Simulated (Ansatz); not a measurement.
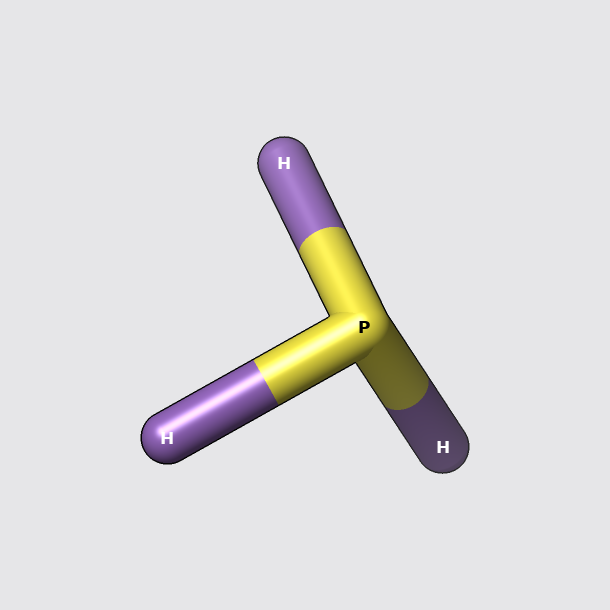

Stick drawing of a structure. Every bond is drawn as one stick, whatever its order.

Computed geometry: PBE0-D4/def2-TZVP optimisation.

**Count the atoms of each element.**

PH₃, 4 atoms: 1 phosphorus and 3 hydrogen.

**Give the symmetry (Schoenflies symbol).**

C3v.

**How many sets of symmetry-equivalent atoms are there?**

2: 3 H, 1 P.

**Count the bonded pairs by element.**

3 P–H. Sticks follow a distance rule.

More results for the same structure follow; atom numbers are the same in all pictures, views and colours differ.

### Shape

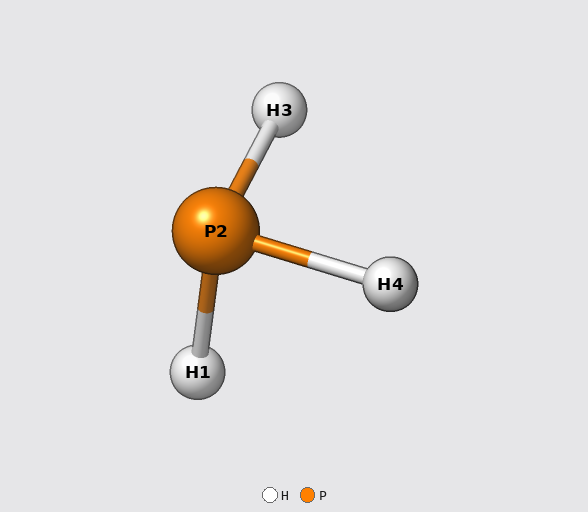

Atoms carry their numbers in the input.

**What is the geometry at P2?**

P2 has 3 neighbours (H1 at 1.42, H3 at 1.42, H4 at 1.42 Å); the arrangement is trigonal pyramidal.

### Thermal motion

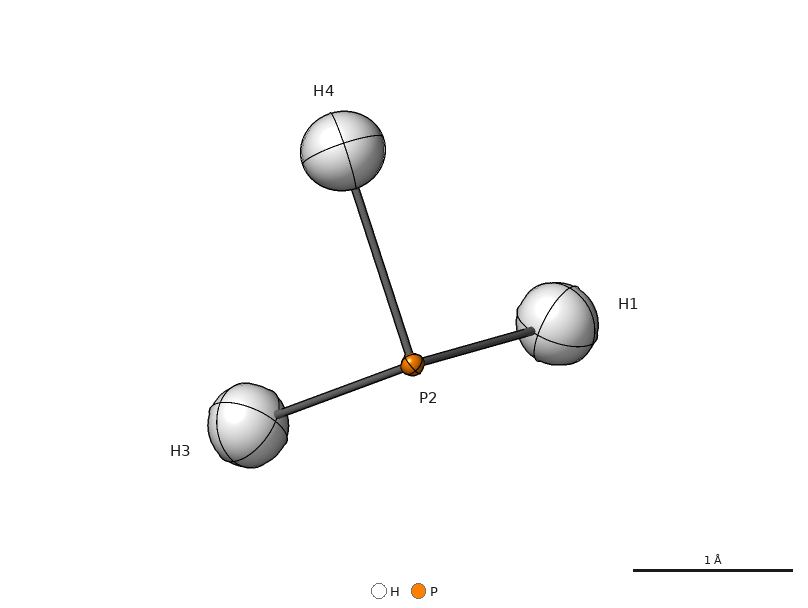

Displacement ellipsoids at the 50 % level, enlarged 2 times, from the internal vibrations of the free molecule (harmonic, no overall translation or rotation; no half-axis is drawn under 0.075 Å). Vibrations computed with RKS PBE0-D4/def2-TZVP (Ansatz 0.2.0). Temperature: 298 K.

**Which atom has the largest mean-square displacement?**

H1, H3, H4, with U_eq = 0.0072 Å².

Give the displacement parameters, one line for each set of equivalent atoms.

```csv
atom,U_eq (Å²),rms amplitudes (Å)
"H1, H3, H4",0.0072,"0.082, 0.087, 0.087"
P2,0.00002,"0.004, 0.004, 0.006"
```

### Electronic properties

Properties computed with RKS PBE0-D4/def2-TZVPP (Ansatz 0.2.0).

**What is the HOMO energy (Kohn–Sham orbital)?**

−7.86 eV.

**Estimate the LUMO energy (Kohn–Sham orbital).**

0.78 eV.

### Vibrations

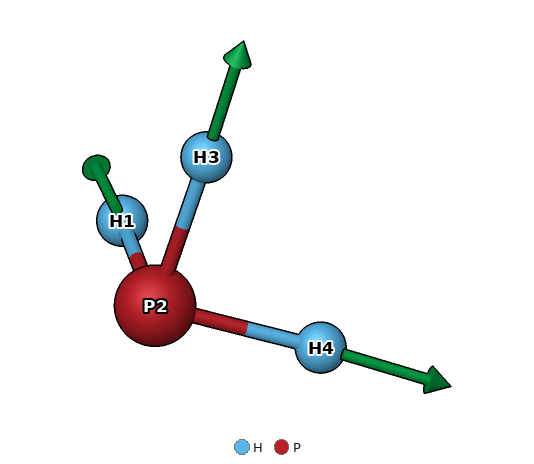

The arrows show one normal mode. Harmonic vibrations computed with RKS PBE0-D4/def2-TZVP (Ansatz 0.2.0) at a stationary point of the same level.

**Describe the motion.**

Mostly in-phase stretching of 3 P–H bonds.

**Estimate its harmonic wavenumber.**

2412 cm⁻¹; it is mode 4 of 6 counted from the lowest.
